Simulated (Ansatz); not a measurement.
# Al2H (quartet): correlated methods under varied settings at distance Al1–Al2 = 5.239 Å

What do other methods and options give for Al2H (quartet) at this geometry, and how long do they take?

Method: the settings change from run to run; program: Ansatz 0.2.0, Gaussian basis.

20 further runs of the same task are left out: 18 that didn't finish, 2 set aside as unsound or not needed.

### 1 What is computed

The geometry derives from a PBE0/def2-TZVP stationary point (not a proven minimum). One bond is set to the value named and the two fragments are kept rigid.

3 atoms, charge 0, spin multiplicity 4.

Atoms are counted from 1 here; the program's logs count them from 0.

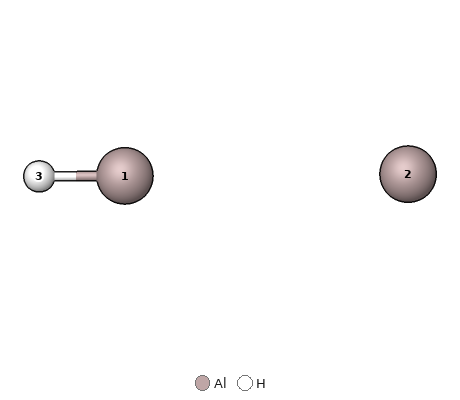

The structure; aluminium light grey, hydrogen white; atoms are numbered from 1 in the order of the file.

As a file:

```xyz
3

Al    0.0000    0.0000    1.2186
Al    0.0000    0.0000   -4.0204
H     0.0000    0.0000    2.8018
```

### 2 NEVPT2(3,5)/6-31G

in.yaml

```yaml
crystal:
  periodic: [false, false, false]
  atoms:
    - {symbol: Al, position_ang: [0.000000, 0.000000, 1.218584]}
    - {symbol: Al, position_ang: [0.000000, 0.000000, -4.020416]}
    - {symbol: H, position_ang: [0.000000, 0.000000, 2.801831]}
basis:
  gaussian: {orbitals: 6-31G}
magnetization: {spin_polarized: false, initial_magnetization: 3}
correlation: {method: sc_nevpt2, electrons: outside_noble_gas, active_space: {window: {electrons: 3, orbitals: 5}, states: [{multiplicity: 4, weights: [1, 1, 0.5, 0.5]}]}}
```

The run is started by

```bash
$ ansatz run in.yaml --threads 1 --pin off --events-out ev --progress --plain --max-ram 2393MiB
```

The program printed, shortened:

```text
Functional definition: HF
  name "HF"
  cite "Fock, Z. Phys. 61, 126 (1930) doi:10.1007/BF01340294"
  parent pbe
[...]
535 factors; integrals over basis functions are off by at most 1.4e-7 eV
[...]
mean field -13176.79703819 eV, -484.2383595995 hartree, gradient 7.1e-7 eV, S^2 3.750000; 16 other end points of the search recorded, 0 dependent functions left out
reference -13176.79703819 eV, -484.2383595995 hartree; 15, 12 occupied and 13, 16 virtual orbitals, 535 factors
state -13176.80727370 eV, -484.2387357476 hartree
state -13176.78539862 eV, -484.2379318535 hartree
state -13176.78539862 eV, -484.2379318535 hartree
state -13176.77431376 eV, -484.2375244924 hartree
state -13176.80727370 eV, -484.2387357476 hartree; corrected -13177.75122805 eV, -484.2734254304 hartree
state -13176.78539862 eV, -484.2379318535 hartree; corrected -13177.72666802 eV, -484.2725228659 hartree
state -13176.78539862 eV, -484.2379318535 hartree; corrected -13177.72666802 eV, -484.2725228659 hartree
state -13176.77431376 eV, -484.2375244924 hartree; corrected -13177.71680181 eV, -484.2721602891 hartree
an earlier search ended where averaged states of different weights were degenerate, so these states were given the mean of their weights and the orbitals were optimised with it
Total energy: -13177.73321033 eV, -484.2727632912 hartree
```

It took 3.2 s on 1 thread of AMD EPYC 7B13, shared host.

From the report: 4 determinants; active occupations (of the averaged states) 1.00, 0.52, 0.52, 0.48, 0.48.

### 3 CASSCF(7,6)/6-31G

in.yaml

```yaml
crystal:
  periodic: [false, false, false]
  atoms:
    - {symbol: Al, position_ang: [0.000000, 0.000000, 1.218584]}
    - {symbol: Al, position_ang: [0.000000, 0.000000, -4.020416]}
    - {symbol: H, position_ang: [0.000000, 0.000000, 2.801831]}
basis:
  gaussian: {orbitals: 6-31G, point_charges: [{charge: 0.50, position_ang: [4.698, -0.979, -0.263]}]}
magnetization: {spin_polarized: false, initial_magnetization: 3}
correlation: {active_space: {window: {electrons: 7, orbitals: 6}}}
accuracy: high
```

Same command.

The program printed, shortened:

```text
Functional definition: HF
  name "HF"
  cite "Fock, Z. Phys. 61, 126 (1930) doi:10.1007/BF01340294"
  parent pbe
[...]
555 factors; integrals over basis functions are off by at most 2.4e-9 eV
[...]
mean field -13176.87992014 eV, -484.2414054551 hartree, gradient 4.5e-8 eV, S^2 3.750000; 16 other end points of the search recorded, 0 dependent functions left out
reference -13176.87992014 eV, -484.2414054551 hartree; 15, 12 occupied and 13, 16 virtual orbitals, 555 factors
state -13177.36959730 eV, -484.2594007588 hartree
Total energy: -13177.36959730 eV, -484.2594007588 hartree
```

Run time: 2.3 s. Hardware: 1 thread of AMD EPYC 7B13, shared host.

From the report: 90 determinants; active occupations 2.00, 1.97, 1.00, 1.00, 1.00, 0.03.

### 4 CCSD(T) on UHF/6-31G

in.yaml

```yaml
crystal:
  periodic: [false, false, false]
  atoms:
    - {symbol: Al, position_ang: [0.000000, 0.000000, 1.218584]}
    - {symbol: Al, position_ang: [0.000000, 0.000000, -4.020416]}
    - {symbol: H, position_ang: [0.000000, 0.000000, 2.801831]}
basis:
  gaussian: {orbitals: 6-31G}
magnetization: {spin_polarized: true, initial_magnetization: 3}
correlation: {method: ccsd_t, electrons: valence}
scf: {lower_state_search: light}
output: {forces: true}
```

Launched as before.

The program printed, shortened:

```text
Functional definition: HF
  name "HF"
  cite "Fock, Z. Phys. 61, 126 (1930) doi:10.1007/BF01340294"
  parent pbe
[...]
308 factors; integrals over basis functions are off by at most 1.5e-4 eV
[...]
mean field -13176.81292107 eV, -484.2389432847 hartree, gradient 1.3e-6 eV, S^2 3.753240; 25 other end points of the search recorded, 0 dependent functions left out
determinant -13176.81292107 eV, -484.2389432847 hartree, with singles and doubles -13178.37359493 eV, -484.2962969911 hartree
determinant -13176.80305494 eV, -484.2385807110 hartree, with singles and doubles -13178.35933219 eV, -484.2957728453 hartree
determinant -13176.79639391 eV, -484.2383359226 hartree, with singles and doubles -13178.35442068 eV, -484.2955923506 hartree
determinant -13175.62403222 eV, -484.1952524255 hartree, with singles and doubles -13176.92191447 eV, -484.2429487185 hartree
[...]
10 core orbitals not correlated: weight in the atoms' cores, before any rotation towards them, 1.000 or more for the frozen orbitals, at most 0.000 for the correlated occupied ones
reference -13176.81292107 eV, -484.2389432847 hartree; 5, 2 occupied and 13, 16 virtual orbitals, 308 factors
second order -0.94181611 eV of doubles, -0.00000000 eV of singles
cycle   1  -1.56187442 eV  change    1.1e-6 eV  update   2.9e-6
[...]
cycle   7  -1.56187371 eV  change    4.5e-9 eV  update   5.7e-9
perturbative correction -0.01157923 eV, -0.0004255290 hartree
[...]
Total energy: -13178.38637401 eV, -484.2967666137 hartree
Atom 0 at     0.000000     0.000000     1.218584 Å, force    -0.000000    -0.000000    -0.766184 eV/Å
Atom 1 at     0.000000     0.000000    -4.020416 Å, force     0.000000    -0.000000     0.024127 eV/Å
Atom 2 at     0.000000     0.000000     2.801831 Å, force     0.000000    -0.000000     0.742057 eV/Å
Dipole moment:     0.000000    -0.000000    -0.147928 e Å
```

It took 3.4 s on 1 thread of AMD EPYC 7B13, shared host.

From the report: ⟨S²⟩ of the determinant 3.753 (pure quartet: 3.75); correlation -1.5735 eV; T1 0.016; largest double amplitude 0.11.

### 5 NEVPT4(SD)(7,5)/6-31G

in.yaml

```yaml
crystal:
  periodic: [false, false, false]
  atoms:
    - {symbol: Al, position_ang: [0.000000, 0.000000, 1.218584]}
    - {symbol: Al, position_ang: [0.000000, 0.000000, -4.020416]}
    - {symbol: H, position_ang: [0.000000, 0.000000, 2.801831]}
basis:
  gaussian: {orbitals: 6-31G}
magnetization: {spin_polarized: false, initial_magnetization: 3}
correlation: {method: fic_nevpt4_sd, electrons: outside_noble_gas, active_space: {window: {electrons: 7, orbitals: 5}}}
```

The command is unchanged.

The program printed, shortened:

```text
Functional definition: HF
  name "HF"
  cite "Fock, Z. Phys. 61, 126 (1930) doi:10.1007/BF01340294"
  parent pbe
[...]
308 factors; integrals over basis functions are off by at most 1.5e-4 eV
[...]
mean field -13176.79696433 eV, -484.2383568852 hartree, gradient 6.0e-7 eV, S^2 3.750000; 16 other end points of the search recorded, 0 dependent functions left out
reference -13176.79696433 eV, -484.2383568852 hartree; 15, 12 occupied and 13, 16 virtual orbitals, 308 factors
state -13176.79696433 eV, -484.2383568852 hartree
state -13176.79696433 eV, -484.2383568852 hartree; corrected -13178.15301163 eV, -484.2881907045 hartree
Total energy: -13178.15301163 eV, -484.2881907045 hartree
```

It took 1.3 s on 1 thread of AMD EPYC 7B13, shared host.

From the report: 3 determinants; active occupations 2.00, 2.00, 1.00, 1.00, 1.00.

### 6 CISD/def2-SVPD

in.yaml

```yaml
crystal:
  periodic: [false, false, false]
  atoms:
    - {symbol: Al, position_ang: [0.000000, 0.000000, 1.218584]}
    - {symbol: Al, position_ang: [0.000000, 0.000000, -4.020416]}
    - {symbol: H, position_ang: [0.000000, 0.000000, 2.801831]}
basis:
  gaussian: {orbitals: def2-SVPD}
magnetization: {spin_polarized: false, initial_magnetization: 3}
correlation: {active_space: {ras: {orbitals: [2, 3, 41], electrons: 7, max_holes: 2, max_particles: 2}, fixed_orbitals: true}}
output: {forces: true}
```

The command is unchanged.

The program printed, shortened:

```text
Functional definition: HF
  name "HF"
  cite "Fock, Z. Phys. 61, 126 (1930) doi:10.1007/BF01340294"
  parent pbe
[...]
503 factors; integrals over basis functions are off by at most 1.0e-3 eV
[...]
mean field -13173.52319989 eV, -484.1180482611 hartree, gradient 2.5e-6 eV, S^2 3.750000; 17 other end points of the search recorded, 0 dependent functions left out
reference -13173.52319989 eV, -484.1180482611 hartree; 15, 12 occupied and 41, 44 virtual orbitals, 503 factors
state -13176.15328744 eV, -484.2147021960 hartree
[...]
Total energy: -13176.15328744 eV, -484.2147021960 hartree
Atom 0 at     0.000000     0.000000     1.218584 Å, force    -0.000000    -0.000000    -0.170361 eV/Å
Atom 1 at     0.000000     0.000000    -4.020416 Å, force     0.000000    -0.000000     0.030791 eV/Å
Atom 2 at     0.000000     0.000000     2.801831 Å, force     0.000000     0.000000     0.139569 eV/Å
Dipole moment:    -0.000000    -0.000000    -0.130727 e Å
```

Run time: 8 s. Hardware: 1 thread of AMD EPYC 7B13, shared host.

From the report: 24,814 determinants.

### 7 HF/6-31G

in.yaml

```yaml
crystal:
  periodic: [false, false, false]
  atoms:
    - {symbol: Al, position_ang: [0.000000, 0.000000, 1.218584]}
    - {symbol: Al, position_ang: [0.000000, 0.000000, -4.020416]}
    - {symbol: H, position_ang: [0.000000, 0.000000, 2.801831]}
basis:
  gaussian: {orbitals: 6-31G}
magnetization: {spin_polarized: false, initial_magnetization: 3}
hamiltonian: {xc: hf}
output: {orbitals: {seedname: orbitals}}
```

Launched as before.

The program printed, shortened:

```text
Functional definition: HF
  name "HF"
  cite "Fock, Z. Phys. 61, 126 (1930) doi:10.1007/BF01340294"
  parent pbe
[...]
308 factors; integrals over basis functions are off by at most 1.5e-4 eV
[...]
mean field -13176.79696433 eV, -484.2383568852 hartree, gradient 7.1e-6 eV, S^2 3.750000; 7 other end points of the search recorded, 0 dependent functions left out
reference -13176.79696433 eV, -484.2383568852 hartree; 15, 12 occupied and 13, 16 virtual orbitals, 308 factors
Total energy: -13176.79696433 eV, -484.2383568852 hartree
```

It took 0.42 s on 1 thread of AMD EPYC 7B13, shared host.

### 8 CCSDT/6-31G

in.yaml

```yaml
crystal:
  periodic: [false, false, false]
  atoms:
    - {symbol: Al, position_ang: [0.000000, 0.000000, 1.218584]}
    - {symbol: Al, position_ang: [0.000000, 0.000000, -4.020416]}
    - {symbol: H, position_ang: [0.000000, 0.000000, 2.801831]}
basis:
  gaussian: {orbitals: 6-31G, point_charges: [{charge: -1.00, position_ang: [4.926, 0.649, 0.391]}]}
magnetization: {spin_polarized: true, initial_magnetization: 3}
hamiltonian: {xc: {name: PBE0}, pseudopotentials: {relativity: scalar}}
correlation: {method: ccsdt, electrons: outside_noble_gas, diis_vectors: 2}
```

Same command.

The program printed, shortened:

```text
Functional definition: PBE0
  name "PBE0"
  cite "Adamo & Barone, J. Chem. Phys. 110, 6158 (1999) doi:10.1063/1.478522"
  cite "Perdew, Burke & Ernzerhof, Phys. Rev. Lett. 77, 3865 (1996) doi:10.1103/PhysRevLett.77.3865"
  parent pbe
[...]
535 factors; integrals over basis functions are off by at most 1.4e-7 eV
[...]
mean field -13219.31978304 eV, -485.8010416500 hartree, gradient 1.2e-8 eV, S^2 3.751545; 9 other end points of the search recorded, 0 dependent functions left out
10 core orbitals not correlated: weight in the atoms' cores, before any rotation towards them, 1.000 or more for the frozen orbitals, at most 0.000 for the correlated occupied ones
reference -13198.46355047 eV, -485.0345892398 hartree; 5, 2 occupied and 13, 16 virtual orbitals, 535 factors
second order -0.98003706 eV of doubles, -0.06493205 eV of singles
cycle   1  -1.40453285 eV  change   -3.6e-1 eV  update   7.1e-2
[...]
cycle 225  -1.66500244 eV  change    3.1e-8 eV  update   8.7e-7
Total energy: -13200.12855291 eV, -485.0957769508 hartree
Relativity: scalar
```

Run time: 12 s. Hardware: 1 thread of AMD EPYC 7B13, shared host.

From the report: ⟨S²⟩ of the determinant 3.752 (pure quartet: 3.75); correlation -1.6650 eV; T1 0.022; largest double amplitude 0.11. The orbitals are Kohn-Sham ones, so correlation energy and T1 don't compare with those on Hartree-Fock orbitals.

### 9 CCSDT on UHF/def2-mTZVP

in.yaml

```yaml
crystal:
  periodic: [false, false, false]
  atoms:
    - {symbol: Al, position_ang: [0.000000, 0.000000, 1.218584]}
    - {symbol: Al, position_ang: [0.000000, 0.000000, -4.020416]}
    - {symbol: H, position_ang: [0.000000, 0.000000, 2.801831]}
basis:
  gaussian: {orbitals: def2-mTZVP}
magnetization: {spin_polarized: true, initial_magnetization: 3}
hamiltonian: {pseudopotentials: {relativity: none}}
correlation: {method: ccsdt, electrons: outside_noble_gas}
```

The command is unchanged.

The program printed, shortened:

```text
Functional definition: HF
  name "HF"
  cite "Fock, Z. Phys. 61, 126 (1930) doi:10.1007/BF01340294"
  parent pbe
[...]
671 factors; integrals over basis functions are off by at most 1.2e-7 eV
[...]
mean field -13177.94516028 eV, -484.2805523082 hartree, gradient 1.5e-6 eV, S^2 3.757666; 28 other end points of the search recorded, 0 dependent functions left out
determinant -13177.94516028 eV, -484.2805523082 hartree, with singles and doubles -13179.99700624 eV, -484.3559562565 hartree
determinant -13177.94192676 eV, -484.2804334786 hartree, with singles and doubles -13179.99028966 eV, -484.3557094266 hartree
determinant -13177.92830479 eV, -484.2799328805 hartree, with singles and doubles -13179.97972363 eV, -484.3553211322 hartree
determinant -13176.80870811 eV, -484.2387884615 hartree, with singles and doubles -13178.51537521 eV, -484.3015073206 hartree
[...]
determinant -13174.74011384 eV, -484.1627690240 hartree, with singles and doubles -13176.35331077 eV, -484.2220529179 hartree
determinant -13177.94516028 eV, -484.2805523082 hartree, with singles and doubles -13179.99779520 eV, -484.3559852501 hartree
determinant -13177.94192676 eV, -484.2804334786 hartree, with singles and doubles -13179.99123034 eV, -484.3557439959 hartree
determinant -13177.92830479 eV, -484.2799328805 hartree, with singles and doubles -13179.98066530 eV, -484.3553557382 hartree
10 core orbitals not correlated: weight in the atoms' cores, before any rotation towards them, 1.000 or more for the frozen orbitals, at most 0.000 for the correlated occupied ones
reference -13177.94516028 eV, -484.2805523082 hartree; 5, 2 occupied and 32, 35 virtual orbitals, 671 factors
second order -1.38677865 eV of doubles, -0.00000000 eV of singles
cycle   1  -1.78239894 eV  change   -4.0e-1 eV  update   7.2e-2
[...]
cycle  53  -2.09634749 eV  change   -1.3e-7 eV  update   3.5e-7
Total energy: -13180.04150777 eV, -484.3575916574 hartree
```

Run time: 18 s. Hardware: 1 thread of AMD EPYC 7B13, shared host.

From the report: ⟨S²⟩ of the determinant 3.758 (pure quartet: 3.75); correlation -2.0963 eV; T1 0.022; largest double amplitude 0.20.

### 10 All runs side by side

Where basis and cores are those of an earlier FCI/6-31G run (-13178.4052 eV), and the state is the same kind, the miss against it is given.

| level | correlated | functions | energy (eV) | from FCI (meV) | time |
| --- | --- | --- | --- | --- | --- |
| NEVPT2(3,5)/6-31G (mean of several states) | outside noble gas | 28 | -13177.7332 |  | 3.2 s |
| CASSCF(7,6)/6-31G (beside a point charge) |  | 28 | -13177.3696 |  | 2.3 s |
| CCSD(T) on UHF/6-31G | valence | 28 | -13178.3864 | 18.8 | 3.4 s |
| NEVPT4(SD)(7,5)/6-31G | outside noble gas | 28 | -13178.1530 | 252.2 | 1.3 s |
| CISD/def2-SVPD | valence | 56 | -13176.1533 |  | 8 s |
| HF/6-31G |  | 28 | -13176.7970 | 1608.2 | 0.42 s |
| CCSDT/6-31G (beside a point charge, on PBE0 orbitals, relativity set) | outside noble gas | 28 | -13200.1286 |  | 12 s |
| CCSDT on UHF/def2-mTZVP | outside noble gas | 47 | -13180.0415 |  | 18 s |

### 11 Results

| quantity | value |
| --- | --- |
| runs | 8 |
| quickest | HF/6-31G, 0.42 s |
| slowest | CCSDT on UHF/def2-mTZVP, 18 s |

**Reading.** Total energies in different bases, with other cores or another treatment of relativity can't be set against each other. CCSDT on UHF/def2-mTZVP took 43 times as long as HF/6-31G; the jobs differ in more than the method. Among the correlated runs with a miss given, it spans +19 to +252 meV. Hartree-Fock, CASSCF and CASCI lack dynamic correlation by design.
